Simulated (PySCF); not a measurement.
```xyz
16

C     0.1766    1.3986   -0.6378
C    -0.0603    0.0407    0.0276
C    -0.2716   -1.0378   -1.0410
C     1.1296   -0.3225    0.9234
C    -1.3025    0.1438    0.8770
O    -2.0057    1.0825    1.0367
Cl   -1.7025   -1.3695    1.7170
H     0.3102    2.1740    0.1118
H     1.0676    1.3530   -1.2582
H    -0.6708    1.6722   -1.2610
H     0.6061   -1.0897   -1.6801
H    -1.1344   -0.7986   -1.6585
H    -0.4276   -2.0109   -0.5845
H     1.2624    0.4257    1.7017
H     0.9801   -1.2913    1.3916
H     2.0352   -0.3614    0.3231
```

Geometry: GFN2-xTB.

The calculation used CAM-B3LYP/def2-SVPD, SCF density, gas phase in PySCF.

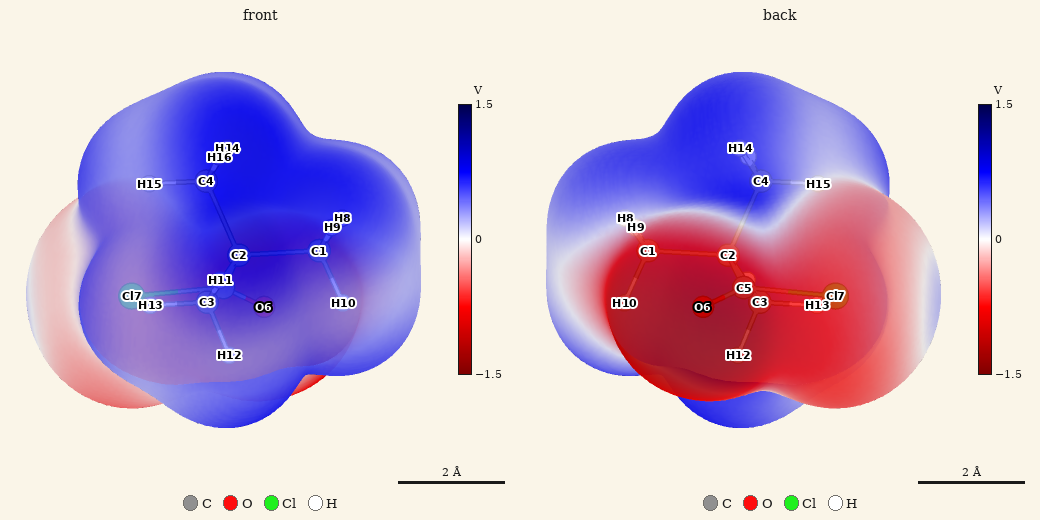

C$_{5}$H$_{9}$ClO (SMILES CC(C)(C)C(=O)Cl). The molecular electrostatic potential painted on the density surface at 0.001 e/bohr³, seen from the front and from behind; red is negative and blue positive.

Which sites attract a positive test charge, and which a negative one?

Answer. A positive charge is drawn to the negative regions and a negative charge to the positive ones. The most negative region (about −1.2 V) lies over O6, the most positive (about +0.8 V) over H9, H11 and H16. Cl7 shows a σ-hole: about +0.2 V at the tip opposite its bond, against about −0.3 V on its flanks. O6 is the likeliest acceptor of a hydrogen bond.

How polar is the molecule by this calculation?

Answer. Its dipole moment is 3.07 D.
